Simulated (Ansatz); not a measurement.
```xyz
4
Lattice="3.8851 0.0000 0.0000 0.0000 3.8851 0.0000 0.0000 0.0000 5.3165" Properties=species:S:1:pos:R:3 pbc="T T T"
Ti    1.9425    1.9425    5.0517
Se    1.9425    1.9425    2.8185
F     1.9425    0.0000    0.0523
F     0.0000    1.9425    0.0523
```

Space group P4mm; a generated structure, not necessarily the stable one; not relaxed (largest force 0.7 eV/Å); computed pressure about −3 GPa in this cell; computed without spin polarisation.

The calculation used DFT HSE06, scalar-relativistic, plane waves, PAW in Ansatz.

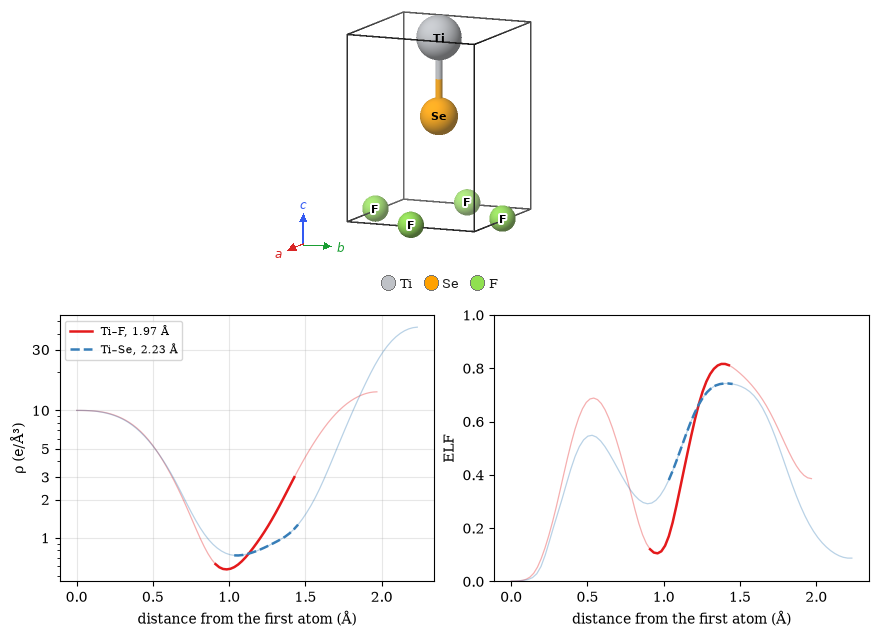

TiSeF2. Valence charge density (pseudo) and ELF along straight lines between neighbouring atoms. Thin, pale parts lie inside the atomic spheres. The structure is drawn too.

The density is the valence pseudo-density of a PAW calculation; it isn't the true density close to the nuclei.

Compare the contacts.

Answer. Ti–F (1.97 Å): ρ at the midpoint is about 0.57 e/Å³; the ELF peaks at about 0.80 in the valence shell of F, 0.6 Å from its nucleus, and drops to about 0.10 between the two atoms (no shared electron pair shows on this line).
Ti–Se (2.23 Å): the density is about 0.75 e/Å³ at the midpoint; the ELF is about 0.50 at the midpoint.
